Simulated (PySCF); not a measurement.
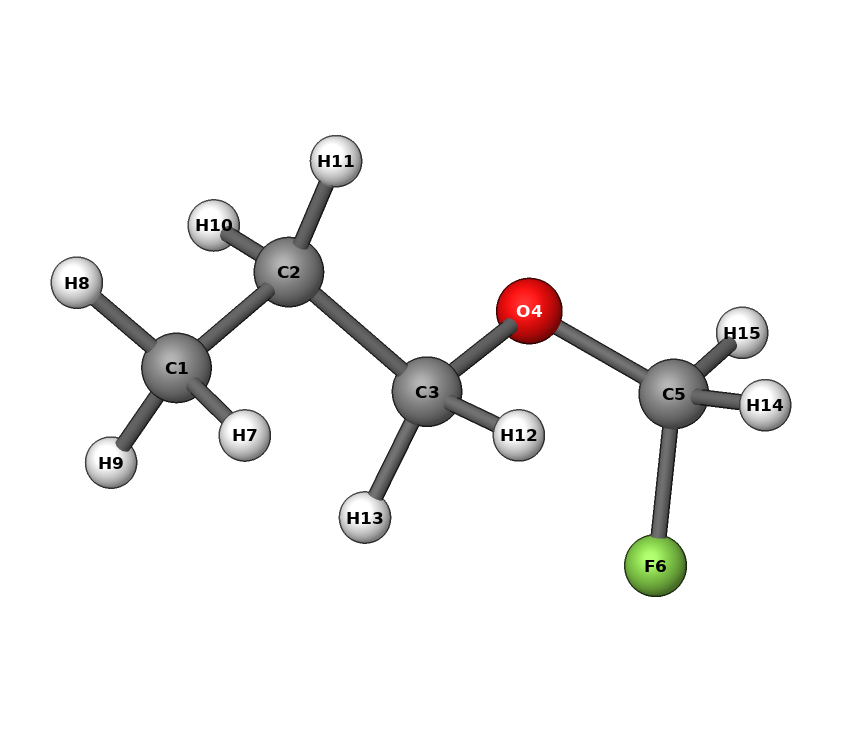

The questions are on isotropic NMR shieldings of the H atoms. Geometry: a frame of a GFN2-xTB molecular-dynamics simulation, not a minimum. Level of theory: GIAO PBE0/pcSseg-1 NMR shielding, non-relativistic, gas phase (PySCF 2.14.0).

Give the isotropic NMR shieldings of the H atoms atom by atom.

| atom | σ (ppm) |
| --- | --- |
| H7 | 30.23 |
| H8 | 29.99 |
| H9 | 29.94 |
| H10 | 29.09 |
| H11 | 29.29 |
| H12 | 27.87 |
| H13 | 26.19 |
| H14 | 26.05 |
| H15 | 25.72 |
